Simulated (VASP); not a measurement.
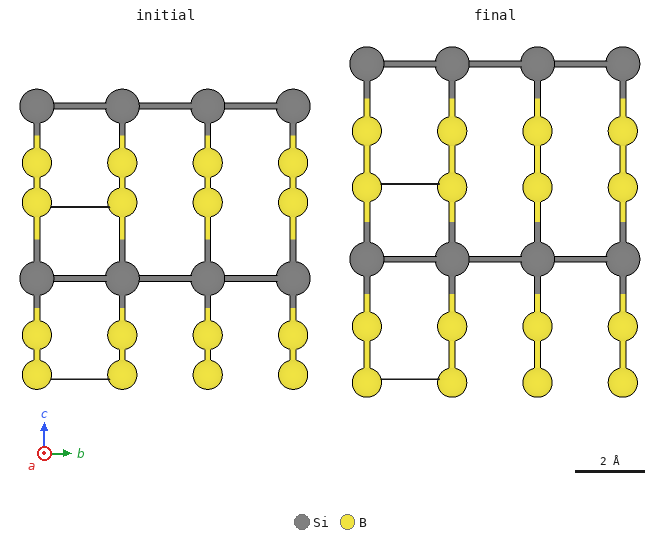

The structure of solid SiB$_{2}$ (a generated structure, set up in P6mm) before (left) and after (right) a relaxation, at one scale.

A ball-and-stick model of the cell of the calculation, repeated 1 × 3 × 2 with one cell outlined, seen along the a axis.

The run lets cell and atoms move.

All numbers below come from VASP 6.6.1, Kohn-Sham DFT of a periodic cell, PBE, VASP PAW PBE potentials, recommended.

Input file:
```
PREC = Normal
ENCUT = 520
EDIFF = 1E-4
ISMEAR = 0
SIGMA = 0.15
LREAL = F
LASPH = T
NELM = 60
ALGO = Fast
ISIF = 3
LWAVE = F
LCHARG = F
GGA = PE
IBRION = 2
NSW = 24
EDIFFG = -0.08
```

Launched with:
```bash
cat potpaw_PBE.64/Si/POTCAR potpaw_PBE.64/B/POTCAR > POTCAR
mpirun -np 1 vasp_std > vasp.out
```

Q: Summarise the run.

A: The relaxation stopped without meeting its thresholds, so the last structure isn't shown to be converged. The atom that moves furthest relative to the cell is a B atom (0.25 Å along −c). By element the largest moves are B 0.25 Å, Si 0.17 Å. Cell: a = b 2.865 → 2.861 Å (−0.1 %), c 5.005 → 5.674 Å (+13.4 %). Volume +13.1 %. Among the contacts that change: B–B 1.153 → 1.633 Å, B–Si 1.643 → 1.952 Å, B–Si 2.208 → 2.089 Å. The space group stays P6mm (No. 183). Over 23 geometry steps the energy falls by 1914 meV per atom. The largest force component goes from 32 to 1.7 eV/Å. The pressure goes from 63.11 to −12.65 GPa. At step 1 the optimiser overshot: the energy rose above the start, and later steps came back. The volume changes by over a tenth within one run on a fixed set of plane waves, so the end point should be relaxed again from the new cell.
